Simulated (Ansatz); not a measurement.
Band structure of Mo3C (Pm-3n, 8 atoms in the cell).

```yaml
crystal:
  lattice:
    - [5.00225, 0.00000, 0.00000]
    - [0.00000, 5.00225, 0.00000]
    - [0.00000, 0.00000, 5.00225]
  atoms:
    - { symbol: Mo, position: [0.25000, 0.00000, 0.50000] }
    - { symbol: Mo, position: [0.75000, 0.00000, 0.50000] }
    - { symbol: Mo, position: [0.00000, 0.50000, 0.25000] }
    - { symbol: Mo, position: [0.00000, 0.50000, 0.75000] }
    - { symbol: Mo, position: [0.50000, 0.25000, 0.00000] }
    - { symbol: Mo, position: [0.50000, 0.75000, 0.00000] }
    - { symbol: C, position: [0.00000, 0.00000, 0.00000] }
    - { symbol: C, position: [0.50000, 0.50000, 0.50000] }
```

Computed with PBE (plane waves, PAW; Ansatz, an electronic-structure program).

Settings: basis.ecutwfc = 420 eV; kpoints.mp_grid.grid = 4 4 4; hamiltonian.xc = pbe; hamiltonian.pseudopotentials = {kind: paw} (the program's default PAW files); scf.occupations.method = cold; scf.occupations.width = 0.272 eV; kpoints.band_path.npoints = 6.

The starting cell was generated: these elements placed on a structure prototype, without a prior relaxation; it need not be a known phase or ordering of this composition. Spin polarisation is off.

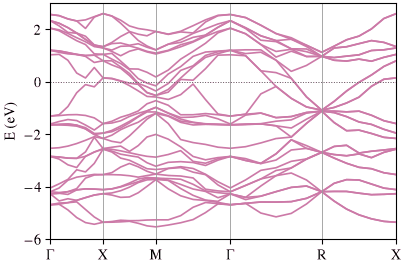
Figure. Bands along the path, energies from the Fermi level.

Levels in eV from the Fermi level, bands 42 to 49:
```
point     42     43     44     45     46     47     48     49
-----  -----  -----  -----  -----  -----  -----  -----  -----
Γ      -1.64  -1.61  -1.30  -1.30   1.04   1.21   1.21   1.21
X      -1.95  -1.59  -1.59   0.15   0.15   0.81   0.81   1.05
M      -0.97  -0.97  -0.72  -0.58  -0.52  -0.52  -0.34  -0.15
R      -1.12  -1.12  -1.12  -1.08  -1.08  -1.08  -1.08   0.98
```

Bands cross the Fermi level along this path, so the cell is metallic at this level.

Keys are those of Ansatz 0.2.
